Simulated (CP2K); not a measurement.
Consider N-methylformamide at its PBE geometry (Å).

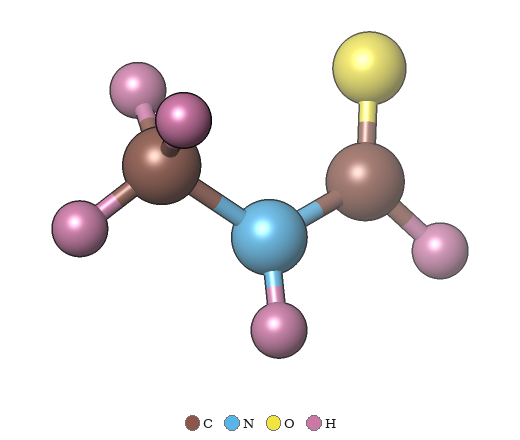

The molecule (carbon brown, nitrogen blue, oxygen yellow, hydrogen pink).

```xyz
9

C    -1.1224    0.0232    0.0278
N     0.2258   -0.3940   -0.3352
C     1.3394    0.2253    0.1529
O     1.3293    1.2020    0.9025
H    -1.1343    1.1130    0.1422
H    -1.4475   -0.4234    0.9800
H    -1.8236   -0.2689   -0.7623
H     0.3551   -1.2313   -0.8934
H     2.2782   -0.2458   -0.2145
```

Method: CP2K XAS_TDP, all-electron GAPW, PBEh(45%), aug-cc-pVDZ, TDA, no relativity.

Question: Predict the bright core excitations at the O K edge.

Leading lines: O4 527.42 eV. The leading line of an atom is its first one with 35 % of the strongest within 2.5 eV of its lowest line over the strength cut. 

The first six lines of each atom with a strength over 0.0015:

```tsv
atom	energy (eV)	states	strength, one atom
O4 (bonded to C)	527.42	1	0.0379
	530.54	1	0.0016
	532.36	1	0.0022
	533.47	1	0.0037
	533.82	1	0.0060
	533.96	1	0.0023
```

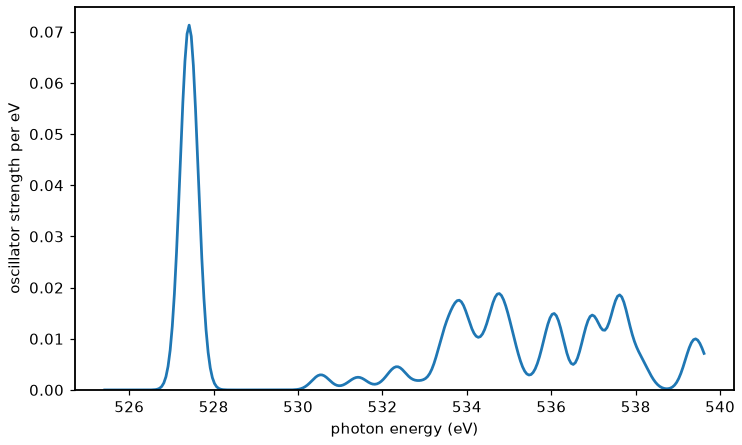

All atoms added, broadened by 0.5 eV.

Lines are vertical, at one geometry, with no vibrational structure. Without a correction of the core level, line positions, and the gaps between valence and Rydberg lines, follow the share of exact exchange. At this level such K lines come out 3 to 6 eV under measured ones. These values hold no scalar relativity, about 0.4 eV for O 1s. Rydberg lines, and the discretised continuum above threshold, depend on the basis and the box.

[Banner, clock and machine lines of the logs are left out without a mark of their own.]

[Logs are printed without paths, hosts, clocks, repeated set-up lines and the standing remarks that a program may print on its own settings, such as how far it seeks lower states.]

[Hosts, paths, dates, database ids (printed as entryN), source tags and the programs' standing remarks are cut or masked in the printed files.]
